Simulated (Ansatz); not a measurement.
## Geometry relaxation of W18S35 (part 2 of 2)

Continued. System: W18S35 (defect cell, 53 atoms in the cell). Method: DFT PBE-D3(BJ), scalar-relativistic, plane waves, PAW, PAW set soft_1, no spin polarisation (Ansatz 0.2.0); cutoff 420 eV, 2×2×1 k-mesh, Gaussian smearing of 0.05 eV. The structure derives from a Materials Project entry. It belongs to a series of runs on one base structure; here: end point A relaxed.

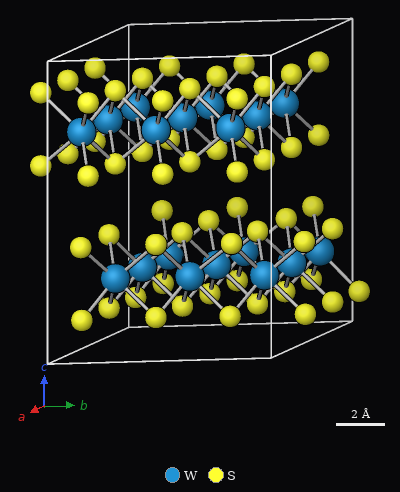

*The geometry at step 4 of the log (ball-and-stick view of the cell of the calculation, seen slightly off an axis; bonded neighbours outside the cell are drawn too).*

```
SCF converged after 9 iterations
Free energy (F): -218581.081166 eV
Harris-Foulkes:  -218581.081166 eV  (|F-HF|=1.25e-8)
Internal energy: -218581.081166 eV  (E = F + TS)
E sigma→0 (E₀):  -218581.081166 eV
Fermi energy:    10.635181 eV
--- Per-component energies (eV) ---
  E_band       = -3990.043716
  E_kinetic    = 11285.387041
  E_local      = -35058.862377  (includes V_loc(G=0)·N_el)
  E_nonlocal   = 753.390829
  E_hartree    = 14668.871065
  E_xc         = -7927.552442
  E_vxc        = -7056.910877  (∫ρ·V_xc dr)
  E_paw        = -175694.241627  (= ΣΔE_a)
  E_vpaw       = -3250.796801  (= ΣTr[D̂ρ^β])
  E_aug_tail   = 0.002767  (compensation charges beyond the density's cutoff)
  E_ewald      = -26587.340785
  E_disp       = -20.735637  (pairwise vdW)
  E_smearing   = -0.000000  (= −TS)
  E_closure    = 0.000000  (closes the sum)
  Σ components = -218581.081166   (vs F -218581.081166, Δ=0.00e0)
--- Forces (eV/Å), atoms counted from 1 ---
  atom   1  W     -0.00687187     0.00074193     0.00251502
  atom   2  W     -0.00061309     0.00052037     0.00179006
  atom   3  S     -0.00045214     0.00093191    -0.00026435
  atom   4  S      0.00256219    -0.00114752     0.00383317
  atom   5  S      0.00000923     0.00021552     0.00060394
  atom   6  W     -0.00052256     0.00101160     0.00480110
  atom   7  W     -0.00025880    -0.00070231    -0.00112711
  atom   8  S      0.00105037    -0.00075937     0.00175703
  atom   9  S     -0.00093626     0.00080474    -0.00435050
  atom  10  S      0.00042907    -0.00019797     0.00055060
  atom  11  S     -0.00050475     0.00203424    -0.00179858
  atom  12  W      0.00326267    -0.00497773    -0.00335159
  atom  13  W      0.00108788     0.00002735    -0.00106578
  atom  14  S     -0.00112999    -0.00077231     0.00034634
  atom  15  S     -0.00064612     0.00038775    -0.00338547
  atom  16  S     -0.00060798     0.00007260    -0.00120913
  atom  17  S      0.00050960     0.00035338    -0.00092839
  atom  18  W     -0.00150582     0.00325621     0.00367480
  atom  19  W      0.00066558     0.00026756     0.00092321
  atom  20  S      0.00104691    -0.00109634     0.00024983
  atom  21  S     -0.00233336    -0.00134203    -0.00339179
  atom  22  S      0.00024744    -0.00011118    -0.00021295
  atom  23  S      0.00260980    -0.00061979    -0.00214868
  atom  24  W      0.00150369     0.00016056     0.00372956
  atom  25  W      0.00038419     0.00036108     0.00144824
  atom  26  S     -0.00119564     0.00109901     0.00037513
  atom  27  S     -0.00142771    -0.00060215    -0.00301037
  atom  28  S     -0.00005098     0.00074069    -0.00010493
  atom  29  S     -0.00060480     0.00050494    -0.00170759
  atom  30  W     -0.00074362    -0.00361616     0.00455257
  atom  31  W     -0.00037067     0.00033966    -0.00063839
  atom  32  S      0.00108348    -0.00031851    -0.00038965
  atom  33  S      0.00017920     0.00049859     0.00105391
  atom  34  S      0.00070519     0.00004093     0.00097382
  atom  35  S      0.00085731     0.00098957    -0.00148729
  atom  36  W      0.00029140     0.00056710     0.00581127
  atom  37  W     -0.00105264     0.00023747    -0.00117863
  atom  38  S     -0.00030468     0.00079141     0.00189360
  atom  39  S     -0.00019116    -0.00027261    -0.00333652
  atom  40  S      0.00070889     0.00083159     0.00024619
  atom  41  S     -0.00017516    -0.00171315    -0.00002926
  atom  42  W      0.00044214    -0.00042859     0.00386757
  atom  43  W     -0.00006951    -0.00078532    -0.00308712
  atom  44  S      0.00053790    -0.00014283    -0.00058171
  atom  45  S      0.00150046     0.00207105    -0.00090094
  atom  46  S      0.00022753     0.00020379     0.00094510
  atom  47  S      0.00151202     0.00108268    -0.00450095
  atom  48  W      0.00252706    -0.00173752     0.00388745
  atom  49  W      0.00011769    -0.00037928    -0.00005112
  atom  50  S     -0.00012751    -0.00108397    -0.00016263
  atom  51  S     -0.00025256     0.00029368    -0.00416513
  atom  52  S      0.00000481    -0.00038557    -0.00010682
  atom  53  S     -0.00311460     0.00175477    -0.00112795
  max |Σ_I F_I| component: 2.82e-5 eV/Å
--- Relaxed structure (4 steps of the walk, 4 accepted, 0 SCFs on fresh bases) ---
  F+E_penalty+E_count = -218581.08116585 eV   max|allowed force component| = 6.872e-3 eV/Å
  atoms:
    - { symbol: W, position: [0.1152529427374642, 0.21833261282381292, 0.2469581665204151] }
    - { symbol: W, position: [0.2221433444544449, 0.111185717082192, 0.7512855915178684] }
    - { symbol: S, position: [0.11115957080127294, 0.2221591965309064, 0.6301779523549376] }
    - { symbol: S, position: [0.22235631711750048, 0.11118364258770069, 0.12338095261600905] }
    - { symbol: S, position: [0.11098238126816323, 0.22235614918991173, 0.8720607694804329] }
    - { symbol: W, position: [0.11101486785901402, 0.555488137388897, 0.251620543852427] }
    - { symbol: W, position: [0.2221755606820512, 0.44453317046429186, 0.7510287389380631] }
    - { symbol: S, position: [0.11113501668409836, 0.5557003889210422, 0.6300193627990668] }
    - { symbol: S, position: [0.21952891227535706, 0.4423403372423926, 0.12887370181730093] }
    - { symbol: S, position: [0.1109730552269294, 0.555608314482671, 0.8719241079641692] }
    - { symbol: S, position: [0.22278614513470368, 0.4376964554313439, 0.37007305231988546] }
    - { symbol: W, position: [0.11521667956813769, 0.8969206879758453, 0.2469870782277485] }
    - { symbol: W, position: [0.22215860020509404, 0.7778857132663191, 0.7510338135949706] }
    - { symbol: S, position: [0.11117281701536308, 0.889242721805981, 0.6301697504920948] }
    - { symbol: S, position: [0.21950547468661344, 0.7771746366633868, 0.12889007958179174] }
    - { symbol: S, position: [0.11098211436607286, 0.8888671816386391, 0.872076542344773] }
    - { symbol: S, position: [0.22278023605742517, 0.7850511422392678, 0.3700630249905827] }
    - { symbol: W, position: [0.43669699308388454, 0.21833512157674106, 0.2469202025011554] }
    - { symbol: W, position: [0.5554272597572838, 0.1111534448294863, 0.7510146807424543] }
    - { symbol: S, position: [0.44408347469867177, 0.2221792482414797, 0.6301584923260162] }
    - { symbol: S, position: [0.5564147630867518, 0.11402653345755304, 0.12884275778075382] }
    - { symbol: S, position: [0.44446787941761634, 0.22235467618089322, 0.8720589290848607] }
    - { symbol: S, position: [0.5484568261163083, 0.11077332355107027, 0.3700615871343442] }
    - { symbol: W, position: [0.4431407184779341, 0.5527501784391279, 0.24922707741036104] }
    - { symbol: W, position: [0.5554305149716725, 0.44452270904392044, 0.7510219405582785] }
    - { symbol: S, position: [0.44434699909719944, 0.5555963170951081, 0.6300519783218467] }
    - { symbol: S, position: [0.5564070738249411, 0.44239041392827605, 0.12885463166117553] }
    - { symbol: S, position: [0.44439685769368464, 0.5557055107953057, 0.8719860648266641] }
    - { symbol: S, position: [0.5484797784513815, 0.4377077871326751, 0.37005155651592] }
    - { symbol: W, position: [0.4431554817711407, 0.890422915474859, 0.24922193950085755] }
    - { symbol: W, position: [0.5554710992710111, 0.7778507181858594, 0.7509699372645395] }
    - { symbol: S, position: [0.4443250898543724, 0.8889715241047058, 0.6300592408335265] }
    - { symbol: S, position: [0.5556898795723288, 0.7778516624030956, 0.12932624398247863] }
    - { symbol: S, position: [0.4443930117252071, 0.888928756504271, 0.8719753852850123] }
    - { symbol: S, position: [0.555662347974311, 0.7778410937216989, 0.36929825588182114] }
    - { symbol: W, position: [0.7780190650660302, 0.22250613815867681, 0.25161187151434994] }
    - { symbol: W, position: [0.8888033544339003, 0.11115207760504574, 0.7510367117907473] }
    - { symbol: S, position: [0.7776358313422206, 0.22217022159582714, 0.6300164306506463] }
    - { symbol: S, position: [0.8912107370521418, 0.11401953873471134, 0.12887757573135475] }
    - { symbol: S, position: [0.7776892328903577, 0.22232787882351296, 0.8719190068599311] }
    - { symbol: S, position: [0.8958386256529878, 0.11078678521815907, 0.3700580858732781] }
    - { symbol: W, position: [0.7780315618930942, 0.555520109691312, 0.2516205776496247] }
    - { symbol: W, position: [0.8887999209619096, 0.4445185958560146, 0.7509137064215895] }
    - { symbol: S, position: [0.7776364947046515, 0.5557058474082749, 0.6300327245603559] }
    - { symbol: S, position: [0.8890063318787959, 0.44449563920650975, 0.13158894812564656] }
    - { symbol: S, position: [0.777707765675483, 0.5556110216212979, 0.8719165078209999] }
    - { symbol: S, position: [0.8889982146437625, 0.444489597425989, 0.3729554188353215] }
    - { symbol: W, position: [0.7807777147651599, 0.8904036671404056, 0.24924204596210922] }
    - { symbol: W, position: [0.8888117826879307, 0.7779041842661639, 0.7510338696107645] }
    - { symbol: S, position: [0.7777345225934521, 0.8889973067651279, 0.6300625927121105] }
    - { symbol: S, position: [0.8912044339330204, 0.7771967432252778, 0.1288947173392085] }
    - { symbol: S, position: [0.7776112819839112, 0.8889292799561717, 0.8719929148231707] }
    - { symbol: S, position: [0.8958178428557884, 0.7850459269007966, 0.37007916269419583] }
```

### Trajectory as extended XYZ (Å, eV, eV/Å), 2 of the 4 frames kept, from step=1 to step=4
```
53
Lattice="9.5527 0.0000 0.0000 -4.7763 8.2729 0.0000 0.0000 0.0000 12.9783" Properties=species:S:1:pos:R:3:forces:R:3 step=1 energy=-218579.64673
W     0.0015    1.8596    3.2279    0.0675  -0.9296   0.1240
W     1.6322    0.9237    9.7580   -1.2825   0.5084   0.3400
S     0.0332    1.8522    8.2314   -0.4406  -0.6718  -0.7929
S     1.5657    0.9104    1.7001    0.1272  -0.0861  -0.2578
S    -0.0019    1.8527   11.3584   -0.1237  -0.6449  -0.4567
W    -1.6001    4.6049    3.2301    0.6445  -0.3644   0.2339
W    -0.0232    3.6213    9.7486    1.2295   1.7324   0.7249
S    -1.5501    4.5979    8.2102   -0.6548  -0.4025  -0.8225
S    -0.0383    3.6722    1.6810    0.1860  -0.1873  -0.5986
S    -1.5697    4.5982   11.3102   -0.2896  -0.1232   0.2085
S     0.0442    3.6449    4.8018   -0.2180   0.1259   0.1123
W    -3.1720    7.3346    3.2560   -0.3088   1.2903  -0.2196
W    -1.6432    6.4051    9.7265    1.5657   0.6562   0.2392
S    -3.2371    7.4176    8.2291    0.4126  -0.7846  -1.2399
S    -1.5549    6.4594    1.7118   -0.9884  -0.4837  -1.3915
S    -3.1917    7.3472   11.2338   -0.0757  -0.0227   1.4726
S    -1.5645    6.4292    4.7466   -0.3615   0.1652   1.3697
W     3.1598    1.8534    3.1969   -0.2517  -0.5117   0.5561
W     4.7610    0.8551    9.7193    0.5892   1.5201   0.2473
S     3.1818    1.7672    8.1506    0.1103   0.8794   0.1595
S     4.7889    0.9078    1.7276   -0.4595  -0.0440  -0.9739
S     3.2093    1.8719   11.2568    0.2052  -0.6065   1.0964
S     4.7482    0.9285    4.8192   -0.6011  -0.5355  -0.3349
W     1.5760    4.5890    3.2154    0.6505  -0.3271   0.7223
W     3.1695    3.6880    9.7757    0.8114  -0.0600  -1.2885
S     1.6083    4.6218    8.1756   -0.3782  -0.7739  -0.0970
S     3.1991    3.7053    1.6578   -0.2124  -0.4686  -0.3419
S     1.6206    4.6135   11.3234   -0.6488  -0.0886  -0.1768
S     3.1972    3.6569    4.7915   -0.8837  -0.2232   0.2475
W     0.0008    7.2791    3.2199    0.5977   2.2267   1.1028
W     1.5737    6.4179    9.7039    0.4888   0.5692   0.6350
S    -0.0322    7.3447    8.1545   -0.0443  -0.4890  -0.2347
S     1.6299    6.4332    1.6815   -0.3961  -0.3168  -0.7903
S     0.0235    7.3503   11.2920   -0.5408  -0.5117   0.0767
S     1.6255    6.4619    4.7976   -0.2765  -0.6476   0.1212
W     6.3292    1.8198    3.2600    0.9028   0.9227   0.3758
W     7.9119    0.9093    9.7315    1.3665   0.3105   0.1381
S     6.3238    1.8729    8.1658    0.1784  -0.3273   0.0099
S     7.9151    0.8893    1.6964    0.3782   0.6377  -0.3229
S     6.4079    1.8465   11.2986   -0.8834  -0.1890   0.1009
S     7.9544    0.9658    4.8417    0.3955  -0.5950  -0.6392
W     4.7292    4.5965    3.2611    1.3137   0.1344  -0.5341
W     6.3626    3.6896    9.7527    0.0253  -0.1470  -0.3152
S     4.7498    4.6333    8.1781    0.1893  -0.8506  -0.2055
S     6.3995    3.6848    1.6820   -0.7869  -0.1750   0.0098
S     4.8154    4.6070   11.3396   -0.4345  -0.2324  -0.0262
S     6.3861    3.7403    4.7816   -0.4366  -0.6994   0.4738
W     3.1866    7.3314    3.2128    0.1996   1.2356   1.8390
W     4.7819    6.3914    9.7307   -0.8357   1.2400   0.5876
S     3.2219    7.3693    8.1581   -0.4990  -0.2339   0.0124
S     4.7688    6.4551    1.7300    0.6364  -0.4515  -1.1000
S     3.1767    7.3571   11.3078   -0.0488  -0.2556  -0.3696
S     4.7708    6.4447    4.8123    0.0901   0.3068   0.1923
53
Lattice="9.5527 0.0000 0.0000 -4.7763 8.2729 0.0000 0.0000 0.0000 12.9783" Properties=species:S:1:pos:R:3:forces:R:3 step=4 energy=-218581.08117
W     0.0581    1.8062    3.2051   -0.0069   0.0007   0.0025
W     1.5910    0.9198    9.7504   -0.0006   0.0005   0.0018
S     0.0008    1.8379    8.1786   -0.0005   0.0009  -0.0003
S     1.5930    0.9198    1.6013    0.0026  -0.0011   0.0038
S    -0.0019    1.8395   11.3179    0.0000   0.0002   0.0006
W    -1.5927    4.5955    3.2656   -0.0005   0.0010   0.0048
W    -0.0009    3.6776    9.7471   -0.0003  -0.0007  -0.0011
S    -1.5926    4.5972    8.1766    0.0010  -0.0008   0.0018
S    -0.0157    3.6594    1.6726   -0.0009   0.0008  -0.0044
S    -1.5937    4.5965   11.3161    0.0004  -0.0002   0.0006
S     0.0376    3.6210    4.8029   -0.0005   0.0020  -0.0018
W    -3.1834    7.4201    3.2055    0.0033  -0.0050  -0.0034
W    -1.5932    6.4353    9.7471    0.0011   0.0000  -0.0011
S    -3.1853    7.3566    8.1785   -0.0011  -0.0008   0.0003
S    -1.6152    6.4295    1.6728   -0.0006   0.0004  -0.0034
S    -3.1854    7.3535   11.3181   -0.0006   0.0001  -0.0012
S    -1.6215    6.4946    4.8028    0.0005   0.0004  -0.0009
W     3.1288    1.8063    3.2046   -0.0015   0.0033   0.0037
W     4.7749    0.9196    9.7469    0.0007   0.0003   0.0009
S     3.1810    1.8381    8.1784    0.0010  -0.0011   0.0003
S     4.7706    0.9433    1.6722   -0.0023  -0.0013  -0.0034
S     3.1838    1.8395   11.3178    0.0002  -0.0001  -0.0002
S     4.7101    0.9164    4.8028    0.0026  -0.0006  -0.0021
W     1.5931    4.5728    3.2345    0.0015   0.0002   0.0037
W     3.1827    3.6775    9.7470    0.0004   0.0004   0.0014
S     1.5910    4.5964    8.1770   -0.0012   0.0011   0.0004
S     3.2022    3.6598    1.6723   -0.0014  -0.0006  -0.0030
S     1.5909    4.5973   11.3169   -0.0001   0.0007  -0.0001
S     3.1488    3.6211    4.8026   -0.0006   0.0005  -0.0017
W    -0.0196    7.3663    3.2345   -0.0007  -0.0036   0.0046
W     1.5910    6.4350    9.7463   -0.0004   0.0003  -0.0006
S    -0.0015    7.3543    8.1771    0.0011  -0.0003  -0.0004
S     1.5930    6.4351    1.6784    0.0002   0.0005   0.0011
S    -0.0007    7.3540   11.3167    0.0007   0.0000   0.0010
S     1.5928    6.4350    4.7929    0.0009   0.0010  -0.0015
W     6.3694    1.8408    3.2655    0.0003   0.0006   0.0058
W     7.9595    0.9195    9.7472   -0.0011   0.0002  -0.0012
S     6.3673    1.8380    8.1765   -0.0003   0.0008   0.0019
S     7.9688    0.9433    1.6726   -0.0002  -0.0003  -0.0033
S     6.3671    1.8393   11.3160    0.0007   0.0008   0.0002
S     8.0285    0.9165    4.8027   -0.0002  -0.0017   0.0000
W     4.7789    4.5957    3.2656    0.0004  -0.0004   0.0039
W     6.3672    3.6774    9.7456   -0.0001  -0.0008  -0.0031
S     4.7743    4.5973    8.1767    0.0005  -0.0001  -0.0006
S     6.3693    3.6772    1.7078    0.0015   0.0021  -0.0009
S     4.7754    4.5965   11.3160    0.0002   0.0002   0.0009
S     6.3693    3.6772    4.8403    0.0015   0.0011  -0.0045
W     3.2056    7.3662    3.2347    0.0025  -0.0017   0.0039
W     4.7750    6.4355    9.7471    0.0001  -0.0004  -0.0001
S     3.1833    7.3545    8.1771   -0.0001  -0.0011  -0.0002
S     4.8012    6.4296    1.6728   -0.0003   0.0003  -0.0042
S     3.1824    7.3540   11.3170    0.0000  -0.0004  -0.0001
S     4.8078    6.4946    4.8030   -0.0031   0.0018  -0.0011
```

### Summary

| quantity | value |
| --- | --- |
| outcome | converged |
| electrons treated | 462 |
| free energy | −218581.0812 eV |
| Fermi energy | 10.635 eV |
| final volume | 1025.65 Å³ |
| largest force (length of the vector) at the end | 0.007 eV/Å |
| wall time | 95 s (CPU time 12 min) |
| peak memory | 4.8 GiB |

Spin–orbit coupling is left out, which matters for W. The k-point mesh is coarse for a cell of this size, so the results may not be converged.
